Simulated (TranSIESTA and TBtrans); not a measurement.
Junction: Si chain bridged by a linear CO unit along the axis. Leads: straight Si chain, spacing 2.25 Å. Geometry: as built, not relaxed.

Computed with TranSIESTA and TBtrans, PBE, DZP numerical orbitals (energy shift 0.15 eV), PseudoDojo norm-conserving scalar-relativistic potentials, mesh cutoff 200 Ry, 300 K, spin-polarised (collinear), no spin-orbit coupling; self-consistent non-equilibrium Green functions.

Energies count from the leads' Fermi level. Transmissions are for each spin. The energy step is 0.01 eV; narrower resonances are cut or missed.

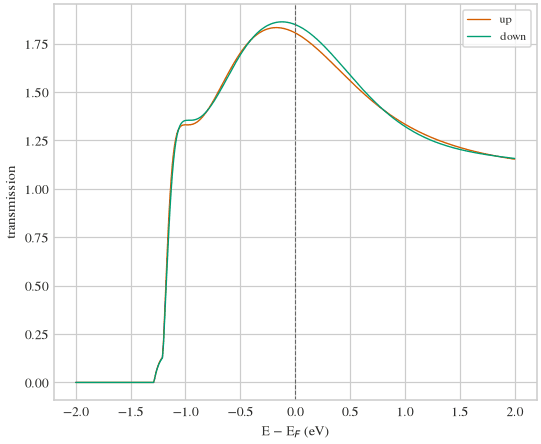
Figure: Transmission against energy

```
E (eV)  T up  T down  lead channels up       down
------  ----  ------  ----------------  ---------
-2.00      0       0                 0          0
-1.80      0       0                 0          0
-1.60      0       0                 0          0
-1.40      0       0                 0          0
-1.20   0.21    0.20         band edge  band edge
-1.00   1.33    1.35                 3          3
-0.80   1.40    1.40                 3          3
-0.60   1.61    1.59                 3          3
-0.40   1.77    1.77                 3          3
-0.20   1.83    1.86                 3          3
0.00    1.81    1.85                 3          3
0.20    1.72    1.77                 3          3
0.40    1.61    1.65                 3          3
0.60    1.50    1.52                 3          3
0.80    1.41    1.41                 3          3
1.00    1.33    1.32                 3          3
1.20    1.28    1.26                 3          3
1.40    1.23    1.22                 3          3
1.60    1.20    1.19                 3          3
1.80    1.17    1.17                 3          3
2.00    1.15    1.16                 3          3
```

Moments were seeded on the central atoms alone, and one start was tried. The straight chain is held at its spacing; free chains may zigzag or dimerise.
